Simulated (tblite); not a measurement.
Geometry relaxation, with input and output: C$_{6}$H$_{11}$FOSi (part 2 of 4)

The same run, continued: C$_{6}$H$_{11}$FOSi; GFN2-xTB geometry optimisation, gas phase (tblite 0.8.0). It belongs to a series of runs on one base structure; here: H on Si replaced by nPr.

Geometry of the input (Å):
```
C  -3.3126  -0.4811  -0.6742
C  -2.1529  -0.2812  0.2606
C  -1.0253  0.5140  -0.3610
Si 0.4096  0.7717  0.7659
C  1.9302  0.5676  -0.2232
F  2.1572  1.3217  -1.3415
C  2.8075  -0.3352  0.1586
C  4.0572  -0.5726  -0.5582
O  4.9068  -1.4406  -0.2065
H  -3.3049  -1.4931  -1.1227
H  -4.3019  -0.3673  -0.1317
H  -3.3353  0.2623  -1.4892
H  -1.7429  -1.3205  0.4388
H  -2.5284  0.1438  1.1996
H  -0.7595  0.0079  -1.2989
H  -1.4058  1.5248  -0.6396
H  0.3677  -0.0864  1.9642
H  0.3933  2.1718  1.2288
H  2.5778  -0.9132  1.0608
H  4.2570  0.0163  -1.4435
```

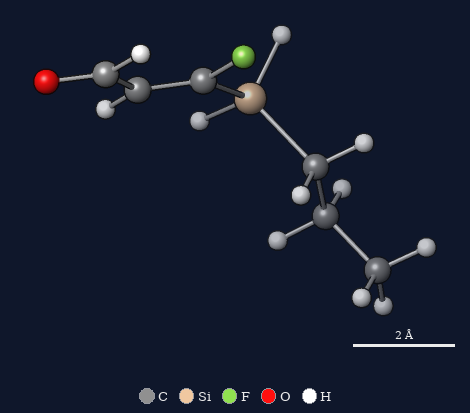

The geometry at step 52 of the log (ball-and-stick view, seen at a tilt).

**Trajectory as extended XYZ, continued**
```
20
Properties=species:S:1:pos:R:3:forces:R:3 step=30 energy=-787.01296
C    -3.4097   -0.5052   -0.7039    0.0480   0.0150  -0.0140
C    -2.2544   -0.2458    0.2615    0.0930   0.0370   0.0450
C    -1.0852    0.4940   -0.4047    0.0270   0.0160   0.0950
Si    0.3671    0.8347    0.7983   -0.1220  -0.0450   0.0150
C     2.0232    0.4997   -0.0786   -0.0510   0.0540  -0.0570
F     2.2023    1.3112   -1.1433    0.0270  -0.0240  -0.0740
C     2.9681   -0.4018    0.2057   -0.0150   0.0310   0.0020
C     4.1679   -0.6117   -0.5994   -0.0350  -0.0430  -0.0530
O     5.0181   -1.4329   -0.3671    0.0580  -0.0620   0.0980
H    -3.1856   -1.3574   -1.3423    0.0020   0.0550  -0.0500
H    -4.3321   -0.7196   -0.1638    0.1130  -0.0010  -0.0230
H    -3.5766    0.3649   -1.3370   -0.0450  -0.0230   0.0400
H    -1.9043   -1.1997    0.6653   -0.0240   0.0700   0.0020
H    -2.6067    0.3561    1.1017   -0.0220  -0.0040  -0.0010
H    -0.7579   -0.0690   -1.2864   -0.0520   0.1080   0.1160
H    -1.4501    1.4693   -0.7483    0.0100  -0.1950  -0.1340
H     0.3397   -0.0347    1.9741    0.0110  -0.0200   0.0090
H     0.3986    2.2524    1.1736   -0.0050  -0.0220   0.0200
H     2.8365   -1.0255    1.0752   -0.0020  -0.0480  -0.0160
H     4.2357    0.0317   -1.4932   -0.0170   0.1000  -0.0200
20
Properties=species:S:1:pos:R:3:forces:R:3 step=34 energy=-787.02953
C    -3.3995   -0.5020   -0.7043    0.0050   0.0140  -0.0300
C    -2.2606   -0.2257    0.2700   -0.0890   0.0130   0.0280
C    -1.0797    0.4743   -0.4015    0.0010   0.0230   0.0250
Si    0.3570    0.8182    0.8032    0.1370   0.0550   0.0500
C     2.0183    0.4899   -0.0759    0.0140  -0.0340   0.0420
F     2.1966    1.3125   -1.1341    0.0210  -0.0920  -0.0190
C     2.9714   -0.4058    0.2113   -0.0300  -0.0220  -0.0850
C     4.1682   -0.6101   -0.6053    0.0150   0.0380   0.0300
O     5.0274   -1.4261   -0.3783   -0.0970   0.0760  -0.0010
H    -3.1277   -1.2955   -1.3960    0.0140   0.0270  -0.0510
H    -4.3004   -0.8054   -0.1750    0.0440  -0.0270   0.0190
H    -3.6283    0.3939   -1.2750   -0.0430   0.0280  -0.0490
H    -1.9458   -1.1669    0.7188    0.0760  -0.0380   0.0390
H    -2.6252    0.4167    1.0708   -0.0410   0.0190   0.1040
H    -0.7610   -0.0969   -1.2743    0.0480  -0.0900   0.0330
H    -1.4361    1.4326   -0.7811   -0.0190   0.0490  -0.1060
H     0.3361   -0.0472    1.9849   -0.0030   0.0250  -0.0310
H     0.4106    2.2473    1.1457   -0.0460  -0.0860   0.0520
H     2.8514   -1.0470    1.0741   -0.0440   0.0680  -0.0980
H     4.2224    0.0540   -1.4905    0.0370  -0.0460   0.0490
20
Properties=species:S:1:pos:R:3:forces:R:3 step=38 energy=-787.04392
C    -3.3852   -0.4926   -0.7088   -0.0790  -0.0130   0.0110
C    -2.2681   -0.2072    0.2857    0.0440   0.0250  -0.0130
C    -1.0736    0.4654   -0.3945   -0.0130   0.0120  -0.0440
Si    0.3650    0.8087    0.8120   -0.1050   0.0180  -0.0610
C     2.0084    0.4830   -0.0829   -0.0110   0.0300  -0.0550
F     2.1887    1.2944   -1.1468   -0.0290   0.0190  -0.0570
C     2.9583   -0.4124    0.1966   -0.0030  -0.0270   0.0210
C     4.1607   -0.5979   -0.6037    0.0170  -0.0270  -0.0350
O     5.0174   -1.4127   -0.3715    0.0840  -0.0410   0.0140
H    -3.0772   -1.2363   -1.4437    0.0030   0.0740   0.0500
H    -4.2584   -0.8694   -0.1805   -0.0300  -0.0290  -0.0680
H    -3.6683    0.4188   -1.2349    0.0030  -0.0600   0.0170
H    -1.9609   -1.1428    0.7626    0.0010   0.0930  -0.0410
H    -2.6457    0.4585    1.0668    0.0230  -0.0670   0.0030
H    -0.7501   -0.1389   -1.2463    0.0250  -0.0980   0.1030
H    -1.4275    1.4043   -0.8302    0.0730   0.0140   0.0470
H     0.3378   -0.0607    1.9886    0.0150   0.0130  -0.0140
H     0.4114    2.2309    1.1447   -0.0270   0.0750   0.1130
H     2.8397   -1.0528    1.0532   -0.0550  -0.0520   0.0630
H     4.2224    0.0704   -1.4792    0.0620   0.0400  -0.0550
20
Properties=species:S:1:pos:R:3:forces:R:3 step=41 energy=-787.05568
C    -3.3809   -0.4854   -0.7069   -0.0440  -0.0300  -0.0090
C    -2.2696   -0.1929    0.2933   -0.0310   0.0130  -0.0350
C    -1.0739    0.4628   -0.3952    0.0750  -0.0140   0.0540
Si    0.3590    0.8134    0.8081    0.0270   0.1080   0.1050
C     1.9997    0.4824   -0.0972   -0.0690  -0.0220  -0.0420
F     2.1721    1.2795   -1.1729    0.0050   0.0410  -0.0310
C     2.9425   -0.4223    0.1816   -0.0020   0.0580   0.0040
C     4.1588   -0.5948   -0.6056    0.0340  -0.0790   0.0040
O     5.0161   -1.4059   -0.3578    0.0360   0.0200  -0.0340
H    -3.0502   -1.1913   -1.4680    0.0280  -0.0020   0.0790
H    -4.2408   -0.9084   -0.1931   -0.0430   0.0020  -0.0620
H    -3.6882    0.4269   -1.2166   -0.0260  -0.0130   0.0750
H    -1.9580   -1.1179    0.7828   -0.0090  -0.0240  -0.0660
H    -2.6493    0.4677    1.0764    0.0040   0.0280  -0.0390
H    -0.7316   -0.1843   -1.2064   -0.0440  -0.0190  -0.0070
H    -1.4139    1.3912   -0.8608    0.0620  -0.0240  -0.0080
H     0.3467   -0.0676    1.9811    0.0070   0.0430  -0.0620
H     0.4037    2.2333    1.1786   -0.0270  -0.0490   0.0430
H     2.8119   -1.0596    1.0426    0.0100   0.0010  -0.0310
H     4.2407    0.0839   -1.4768    0.0080  -0.0380   0.0610
20
Properties=species:S:1:pos:R:3:forces:R:3 step=45 energy=-787.06269
C    -3.3822   -0.4829   -0.7055    0.0000   0.0140   0.0000
C    -2.2752   -0.1806    0.2961    0.0100  -0.0140   0.0270
C    -1.0652    0.4553   -0.3889   -0.0280  -0.0150  -0.0150
Si    0.3614    0.8233    0.8160    0.0120  -0.0370  -0.0540
C     1.9882    0.4789   -0.1136    0.0470   0.0180   0.0020
F     2.1630    1.2767   -1.1900   -0.0100  -0.0020   0.0140
C     2.9345   -0.4217    0.1728    0.0120  -0.0190  -0.0310
C     4.1590   -0.5988   -0.6050   -0.0020   0.0430   0.0150
O     5.0233   -1.4013   -0.3564   -0.0200  -0.0340   0.0300
H    -3.0210   -1.1600   -1.4771   -0.0160  -0.0110   0.0140
H    -4.2352   -0.9437   -0.2119    0.0140   0.0110  -0.0140
H    -3.7142    0.4344   -1.1873   -0.0300  -0.0060   0.0000
H    -1.9646   -1.1039    0.7886   -0.0290  -0.0320  -0.0130
H    -2.6542    0.4870    1.0723   -0.0050   0.0300  -0.0160
H    -0.7292   -0.2179   -1.1820    0.0100   0.0150   0.0020
H    -1.3869    1.3759   -0.8822    0.0280  -0.0240  -0.0030
H     0.3512   -0.0678    1.9741    0.0190  -0.0150   0.0360
H     0.3957    2.2322    1.2030   -0.0080   0.0550   0.0440
H     2.7975   -1.0624    1.0305    0.0050   0.0220  -0.0180
H     4.2492    0.0881   -1.4663   -0.0110   0.0000  -0.0190
20
Properties=species:S:1:pos:R:3:forces:R:3 step=49 energy=-787.06400
C    -3.3826   -0.4811   -0.7052   -0.0040   0.0010  -0.0010
C    -2.2762   -0.1801    0.2980   -0.0110   0.0040  -0.0200
C    -1.0652    0.4523   -0.3882    0.0210  -0.0100   0.0040
Si    0.3627    0.8245    0.8146    0.0090   0.0060   0.0310
C     1.9906    0.4812   -0.1152   -0.0090   0.0160   0.0050
F     2.1607    1.2770   -1.1928    0.0120   0.0190  -0.0050
C     2.9344   -0.4226    0.1678   -0.0040   0.0250   0.0060
C     4.1611   -0.5973   -0.6044   -0.0050  -0.0180  -0.0100
O     5.0209   -1.4038   -0.3516   -0.0100   0.0080   0.0010
H    -3.0198   -1.1571   -1.4767   -0.0070  -0.0010  -0.0070
H    -4.2339   -0.9470   -0.2155   -0.0100  -0.0020   0.0210
H    -3.7216    0.4349   -1.1840   -0.0050   0.0040  -0.0110
H    -1.9693   -1.1062    0.7878   -0.0270   0.0020   0.0090
H    -2.6551    0.4926    1.0702    0.0070  -0.0030  -0.0040
H    -0.7264   -0.2220   -1.1781    0.0090  -0.0180  -0.0110
H    -1.3815    1.3706   -0.8875   -0.0020   0.0010  -0.0010
H     0.3561   -0.0681    1.9749    0.0190   0.0090  -0.0030
H     0.3925    2.2355    1.2141   -0.0060  -0.0360   0.0010
H     2.7964   -1.0611    1.0263    0.0060   0.0050  -0.0030
H     4.2513    0.0884   -1.4673    0.0180  -0.0120  -0.0010
20
Properties=species:S:1:pos:R:3:forces:R:3 step=52 energy=-787.06498
C    -3.3855   -0.4791   -0.7056   -0.0020   0.0010  -0.0040
C    -2.2775   -0.1789    0.2963   -0.0040  -0.0010  -0.0060
C    -1.0603    0.4463   -0.3882   -0.0150  -0.0110   0.0050
Si    0.3648    0.8238    0.8181    0.0050  -0.0290  -0.0240
C     1.9923    0.4895   -0.1168   -0.0120  -0.0020  -0.0100
F     2.1610    1.2831   -1.1971    0.0080   0.0070   0.0290
C     2.9333   -0.4182    0.1640    0.0000   0.0260   0.0070
C     4.1612   -0.5978   -0.6063   -0.0320  -0.0020   0.0130
O     5.0162   -1.4067   -0.3448    0.0040   0.0180  -0.0310
H    -3.0208   -1.1541   -1.4766   -0.0100  -0.0040  -0.0260
H    -4.2340   -0.9496   -0.2147   -0.0060   0.0080   0.0200
H    -3.7297    0.4352   -1.1838    0.0050   0.0060  -0.0070
H    -1.9819   -1.1082    0.7886    0.0040   0.0300   0.0040
H    -2.6534    0.4976    1.0668    0.0080  -0.0040  -0.0070
H    -0.7222   -0.2307   -1.1775    0.0060   0.0000   0.0200
H    -1.3727    1.3659   -0.8897    0.0020  -0.0240   0.0040
H     0.3654   -0.0678    1.9778    0.0160  -0.0130   0.0090
H     0.3884    2.2304    1.2241   -0.0100   0.0120   0.0050
H     2.7942   -1.0572    1.0230    0.0080   0.0260  -0.0230
H     4.2562    0.0873   -1.4704    0.0240  -0.0430   0.0230
20
Properties=species:S:1:pos:R:3:forces:R:3 step=56 energy=-787.06604
C    -3.3896   -0.4778   -0.7076    0.0020  -0.0010  -0.0010
C    -2.2802   -0.1783    0.2934   -0.0040  -0.0010   0.0060
C    -1.0581    0.4390   -0.3875    0.0050   0.0000   0.0030
Si    0.3655    0.8204    0.8193   -0.0050   0.0070   0.0200
C     1.9925    0.4973   -0.1184    0.0000  -0.0070  -0.0050
F     2.1632    1.2923   -1.1959   -0.0010   0.0290   0.0020
C     2.9334   -0.4101    0.1616    0.0080  -0.0040   0.0000
C     4.1595   -0.5984   -0.6069    0.0350   0.0060   0.0010
O     5.0123   -1.4088   -0.3426   -0.0010  -0.0200   0.0030
H    -3.0269   -1.1521   -1.4811   -0.0170   0.0010   0.0030
H    -4.2347   -0.9488   -0.2103   -0.0010   0.0150  -0.0130
H    -3.7363    0.4359   -1.1858    0.0070   0.0010   0.0070
H    -1.9925   -1.1057    0.7914    0.0260  -0.0090   0.0070
H    -2.6514    0.5020    1.0621   -0.0170   0.0150  -0.0050
H    -0.7159   -0.2393   -1.1732   -0.0030  -0.0220   0.0080
H    -1.3671    1.3570   -0.8925    0.0020   0.0020  -0.0130
H     0.3788   -0.0697    1.9811    0.0060  -0.0140  -0.0110
H     0.3820    2.2263    1.2349   -0.0130  -0.0150  -0.0140
H     2.7951   -1.0503    1.0182   -0.0110   0.0030   0.0230
H     4.2652    0.0797   -1.4727   -0.0160   0.0130  -0.0220
20
Properties=species:S:1:pos:R:3:forces:R:3 step=60 energy=-787.06701
C    -3.3927   -0.4759   -0.7092    0.0030   0.0070   0.0130
C    -2.2835   -0.1765    0.2931    0.0110   0.0030  -0.0010
C    -1.0553    0.4302   -0.3859    0.0070   0.0030  -0.0080
Si    0.3659    0.8149    0.8226    0.0180  -0.0070  -0.0120
C     1.9932    0.5033   -0.1222    0.0190   0.0170   0.0240
F     2.1652    1.3090   -1.1920   -0.0030  -0.0100   0.0140
C     2.9360   -0.4023    0.1595    0.0060   0.0060   0.0020
C     4.1639   -0.5969   -0.6069   -0.0270  -0.0140  -0.0140
O     5.0092   -1.4149   -0.3420    0.0000   0.0120   0.0010
H    -3.0341   -1.1473   -1.4872    0.0010   0.0010   0.0180
H    -4.2358   -0.9481   -0.2105   -0.0140   0.0030  -0.0100
H    -3.7431    0.4386   -1.1831    0.0160   0.0060   0.0050
H    -1.9970   -1.1018    0.7973   -0.0120   0.0100   0.0040
H    -2.6549    0.5125    1.0548   -0.0080  -0.0160  -0.0070
H    -0.7117   -0.2567   -1.1638   -0.0070  -0.0150   0.0050
H    -1.3559    1.3463   -0.8994   -0.0010  -0.0050  -0.0160
H     0.3930   -0.0772    1.9827   -0.0030  -0.0150  -0.0150
H     0.3714    2.2189    1.2406   -0.0090   0.0040  -0.0060
H     2.7915   -1.0404    1.0179    0.0070   0.0060  -0.0140
H     4.2697    0.0752   -1.4788   -0.0050   0.0050   0.0140
20
Properties=species:S:1:pos:R:3:forces:R:3 step=64 energy=-787.06778
C    -3.3952   -0.4736   -0.7082   -0.0040   0.0000  -0.0100
C    -2.2849   -0.1745    0.2927   -0.0140   0.0010   0.0070
C    -1.0523    0.4238   -0.3868   -0.0110  -0.0160   0.0000
Si    0.3685    0.8105    0.8231   -0.0240   0.0080  -0.0010
C     1.9992    0.5118   -0.1168   -0.0020   0.0130   0.0020
F     2.1672    1.3205   -1.1839    0.0130   0.0050  -0.0130
C     2.9406   -0.3962    0.1595   -0.0150  -0.0090   0.0020
C     4.1639   -0.5984   -0.6105    0.0090   0.0180   0.0140
O     5.0076   -1.4174   -0.3432   -0.0020   0.0030  -0.0170
H    -3.0395   -1.1439   -1.4879    0.0140  -0.0040   0.0040
H    -4.2403   -0.9467   -0.2126    0.0060   0.0170   0.0050
H    -3.7441    0.4430   -1.1790    0.0100   0.0040  -0.0060
H    -2.0032   -1.0968    0.8042   -0.0060  -0.0020   0.0030
H    -2.6609    0.5186    1.0473    0.0170   0.0100   0.0240
H    -0.7104   -0.2735   -1.1560    0.0000  -0.0030  -0.0050
H    -1.3496    1.3363   -0.9098    0.0160  -0.0190  -0.0060
H     0.4024   -0.0868    1.9790   -0.0100  -0.0100  -0.0120
H     0.3608    2.2144    1.2415   -0.0050   0.0030   0.0020
H     2.7942   -1.0339    1.0168    0.0120  -0.0180   0.0120
H     4.2708    0.0734   -1.4820   -0.0030  -0.0010  -0.0040
20
Properties=species:S:1:pos:R:3:forces:R:3 step=68 energy=-787.06873
C    -3.3974   -0.4687   -0.7082    0.0220   0.0170   0.0200
C    -2.2892   -0.1712    0.2952    0.0120   0.0020   0.0050
C    -1.0503    0.4099   -0.3875    0.0190  -0.0040   0.0030
Si    0.3660    0.8063    0.8230    0.0190   0.0040   0.0060
C     2.0040    0.5266   -0.1122   -0.0200  -0.0420  -0.0210
F     2.1725    1.3351   -1.1799    0.0150   0.0000   0.0170
C     2.9398   -0.3895    0.1588    0.0200   0.0140   0.0150
C     4.1629   -0.5947   -0.6111   -0.0030  -0.0020  -0.0140
O     5.0035   -1.4182   -0.3471   -0.0050   0.0040   0.0050
H    -3.0399   -1.1389   -1.4866    0.0080  -0.0080  -0.0030
H    -4.2437   -0.9389   -0.2143   -0.0240   0.0000   0.0120
H    -3.7408    0.4504   -1.1767   -0.0070   0.0110  -0.0310
H    -2.0128   -1.0908    0.8138   -0.0140  -0.0220   0.0040
H    -2.6610    0.5283    1.0465    0.0180   0.0140  -0.0010
H    -0.7084   -0.2994   -1.1453    0.0000  -0.0210  -0.0020
H    -1.3341    1.3164   -0.9268   -0.0160   0.0010  -0.0070
H     0.4112   -0.1042    1.9689   -0.0180   0.0080  -0.0090
H     0.3448    2.2086    1.2460   -0.0100  -0.0030   0.0110
H     2.7960   -1.0291    1.0160   -0.0050   0.0020  -0.0050
H     4.2715    0.0729   -1.4851   -0.0100   0.0240  -0.0050
20
Properties=species:S:1:pos:R:3:forces:R:3 step=71 energy=-787.06985
C    -3.3989   -0.4616   -0.7058   -0.0110   0.0000  -0.0020
C    -2.2895   -0.1718    0.2976    0.0300  -0.0010   0.0020
C    -1.0459    0.3965   -0.3894   -0.0020   0.0040  -0.0110
Si    0.3659    0.8040    0.8229    0.0030  -0.0230  -0.0430
C     2.0066    0.5368   -0.1101    0.0160  -0.0190  -0.0120
F     2.1847    1.3519   -1.1715   -0.0130  -0.0110   0.0230
C     2.9426   -0.3789    0.1621    0.0250  -0.0070   0.0020
C     4.1620   -0.5899   -0.6125   -0.0270   0.0010  -0.0180
O     4.9966   -1.4200   -0.3508    0.0160   0.0090  -0.0040
H    -3.0468   -1.1484   -1.4731   -0.0120   0.0030   0.0040
H    -4.2560   -0.9116   -0.2099    0.0000   0.0080  -0.0030
H    -3.7261    0.4561   -1.1902    0.0070  -0.0040  -0.0100
H    -2.0223   -1.0959    0.8153   -0.0140   0.0230   0.0020
H    -2.6540    0.5326    1.0487    0.0250  -0.0010  -0.0150
H    -0.7077   -0.3228   -1.1409    0.0020   0.0060   0.0300
H    -1.3248    1.2999   -0.9385   -0.0150  -0.0260   0.0040
H     0.4150   -0.1207    1.9552   -0.0130   0.0060   0.0280
H     0.3254    2.2031    1.2518   -0.0030   0.0060   0.0190
H     2.7996   -1.0226    1.0165   -0.0180   0.0110  -0.0100
H     4.2684    0.0741   -1.4901    0.0020   0.0150   0.0140
```
